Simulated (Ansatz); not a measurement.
**SiNH5 (Si(NH2)H3): levels of theory compared**

Wanted: a comparison of 6 runs (UHF/STO-3G, B3LYP/STO-3G, UPBE0/STO-3G, RPA@PBE/STO-3G, BCCD(T)/STO-3G, CCSDT/STO-3G) of SiNH5 (Si(NH2)H3). 

The results are computed with Ansatz 0.2.0.

49 further runs of the same task are left out: 49 set aside as unsound or not needed.

## (1) Starting point

The species is SiNH5 (7 atoms), meant as a singlet with charge 0. SMILES: `[H][Si]([H])([H])N`. The H5–Si1 distance was set to 3.651 Å, away from the relaxed value. At this shape a bond of the SMILES string is far longer than usual.

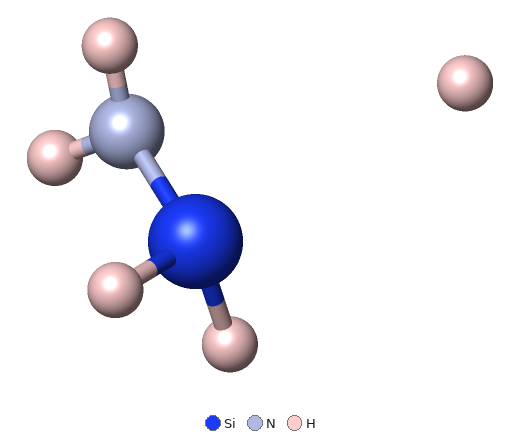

The structure, seen from a chosen angle (silicon blue, nitrogen light blue, hydrogen pink).

## (2) The energy at UHF/STO-3G (run 1)

Input file run.yaml:

```yaml
crystal:
  periodic: [false, false, false]
  atoms:
    - {symbol: Si, position_ang: [-2.083390, 0.020830, -0.004152]}
    - {symbol: "N", position_ang: [-1.992040, 0.197140, 1.707398]}
    - {symbol: H, position_ang: [-1.375020, -0.409740, 2.222628]}
    - {symbol: H, position_ang: [-2.846360, 0.325850, 2.224688]}
    - {symbol: H, position_ang: [1.387750, -0.009920, -1.135540]}
    - {symbol: H, position_ang: [-2.830620, 1.187800, -0.467262]}
    - {symbol: H, position_ang: [-2.756520, -1.201260, -0.474732]}
basis:
  gaussian:
    orbitals: STO-3G
total_charge: 0
magnetization:
  spin_polarized: true
  initial_magnetization: 0
hamiltonian:
  xc: hf
accuracy: high
```

Started as:

```
ansatz run run.yaml --threads 1 --pin off --max-ram 2610MiB --events-out events.jsonl --progress --plain --runs-dir runs
```

The log of the run:

```text
Warning: RAYON_NUM_THREADS=1 ignored (pool sized by the plan → 1); use --threads N
Functional definition: HF
  name "HF"
  exchange = exact_x
  correlation = 0
331 factors; integrals over basis functions are off by at most 8.3e-9 eV
mean field evaluation 1: about -9297.6908 eV, gradient 1.2e1 eV
mean field evaluation 2: about -9297.7210 eV, gradient 1.2e1 eV
mean field evaluation 4: about -9300.8791 eV, gradient 8.4e0 eV
mean field evaluation 8: about -9302.9055 eV, gradient 1.1e0 eV
mean field evaluation 16: about -9302.9230 eV, gradient 1.0e-4 eV
mean field evaluation 32: about -9308.4084 eV, gradient 2.0e-5 eV
mean field evaluation 64: about -9299.0543 eV, gradient 2.3e0 eV
mean field -9308.40671255 eV, -342.0776372217 hartree, gradient 1.9e-8 eV, S^2 0.998931; 2 other end points of the search recorded, 0 dependent functions left out
reference -9308.40671255 eV, -342.0776372217 hartree; 13, 13 occupied and 6, 6 virtual orbitals, 331 factors
Total energy: -9308.40671255 eV, -342.0776372217 hartree
```

It took 0.16 s on 1 thread of Arm Neoverse V2, shared host.

## (3) A single-point energy at B3LYP/STO-3G (run 2)

Changes to run.yaml since step 2:

```diff
@@ -11,10 +11,4 @@
 basis:
-  gaussian:
-    orbitals: STO-3G
-total_charge: 0
-magnetization:
-  spin_polarized: true
-  initial_magnetization: 0
-hamiltonian:
-  xc: hf
+  gaussian: {orbitals: STO-3G}
 accuracy: high
+hamiltonian: {xc: {name: B3LYP}}
```

Started as:

```
ansatz run run.yaml --threads 1 --pin off --max-ram 2610MiB --events-out events.jsonl --progress --plain --runs-dir runs
```

The log of the run:

```text
Warning: RAYON_NUM_THREADS=1 ignored (pool sized by the plan → 1); use --threads N
Functional definition: B3LYP
  name "B3LYP"
  parameter a0 = 0.2
  parameter ax = 0.72
  parameter ac = 0.81
  exchange = (1 - a0 - ax)*slater_x + ax*b88_x + a0*exact_x
  correlation = (1 - ac)*vwn_rpa_c + ac*lyp_c
331 factors; integrals over basis functions are off by at most 8.3e-9 eV
mean field evaluation 1: about -9321.0360 eV, gradient 2.6e1 eV
mean field evaluation 2: about -9314.6277 eV, gradient 3.4e1 eV
mean field evaluation 4: about -9323.8672 eV, gradient 1.6e1 eV
mean field evaluation 8: about -9328.1191 eV, gradient 1.6e1 eV
mean field evaluation 16: about -9330.3439 eV, gradient 1.3e-6 eV
mean field -9330.34388177 eV, -342.8838133209 hartree, gradient 2.4e-8 eV, S^2 0.000000; 0 other end points of the search recorded, 0 dependent functions left out
reference -9330.34391465 eV, -342.8838145292 hartree; 13, 13 occupied and 6, 6 virtual orbitals, 331 factors
Total energy: -9330.34391465 eV, -342.8838145292 hartree
```

It took 1.3 s on 1 thread of Arm Neoverse V2, shared host; peak memory 0.098 GiB.

Runs 3 to 5 aren't shown in full; the table further down has their settings and results.

## (4) The energy at CCSDT/STO-3G (run 6)

Input file molecule.yaml:

```yaml
crystal:
  periodic: [false, false, false]
  atoms:
    - symbol: Si
      position_ang: [-2.083390, 0.020830, -0.004152]
    - symbol: N
      position_ang: [-1.992040, 0.197140, 1.707398]
    - symbol: H
      position_ang: [-1.375020, -0.409740, 2.222628]
    - symbol: H
      position_ang: [-2.846360, 0.325850, 2.224688]
    - symbol: H
      position_ang: [1.387750, -0.009920, -1.135540]
    - symbol: H
      position_ang: [-2.830620, 1.187800, -0.467262]
    - symbol: H
      position_ang: [-2.756520, -1.201260, -0.474732]
basis:
  gaussian: {orbitals: STO-3G}
correlation: {method: ccsdt, frozen_orbitals: {H: 0, "N": 1, Si: 5}}
accuracy: high
scf: {omitted_lower_state_checks: [cluster_reference, increment]}
```

Started as:

```
ansatz run molecule.yaml --threads 1 --pin off --max-ram 2610MiB --events-out events.jsonl --progress --plain --runs-dir runs
```

The log of the run:

```text
Warning: RAYON_NUM_THREADS=1 ignored (pool sized by the plan → 1); use --threads N
[... 12 lines left out ...]
6 core orbitals not correlated: weight in the atoms' cores, before any rotation towards them, 1.000 or more for the frozen orbitals, at most 0.000 for the correlated occupied ones
[... 33 lines left out ...]
WARN: these amplitudes may be one of several solutions (largest doubles amplitude 0.92, level shift 12.95 eV)
Total energy: -9311.18143175 eV, -342.1796062715 hartree
Checks for a lower state left out: cluster_reference, increment
```

Run time: 0.28 s. Hardware: 1 thread of Arm Neoverse V2, shared host.

## (5) The series

```tsv
run	level	frozen core orbitals	energy (Eh)	wall time
1	UHF/STO-3G	–	-342.077637	0.16 s
2	B3LYP/STO-3G	–	-342.883815	1.3 s
3	UPBE0/STO-3G	–	-342.768411	5.7 s
4	RPA@PBE/STO-3G	6	-342.204624	1.9 s
5	BCCD(T)/STO-3G	6	-342.181204	0.18 s
6	CCSDT/STO-3G	6	-342.179606	0.28 s
```

## (6) Results

| quantity | value |
| --- | --- |
| run 6: total energy | -342.17961 Eh |
| run 6: correlation energy (6 core orbitals frozen) | -303.5 mEh |
| run 6: T1 diagnostic | 0.044 |

What this shows: Below the UHF energy at the same shape and in the same basis (STO-3G): BCCD(T) -103.6 mEh; CCSDT -102.0 mEh. Some of these start from another determinant than that one, so these aren't their correlation energies. Totals of different functionals can't be ranked against each other. In runs 4, 5, 6 the log says that unrestricted orbitals would lower the reference, so the values rest on an unstable closed-shell determinant (other closed-shell runs at this shape may share the fault). In runs 1, 2, 3, 4, 5, 6 the basis is minimal, so the values are rough. In runs 2, 4 a closed-shell determinant meets a far-stretched bond, which it describes badly. Spin contamination of the reference: run 1 ⟨S²⟩ = 1.00, run 3 ⟨S²⟩ = 1.00. Where it is this large, the reference is a mixture of spin states, and values that rest on it are in doubt. All runs together took 9.5 s, the longest 5.7 s.
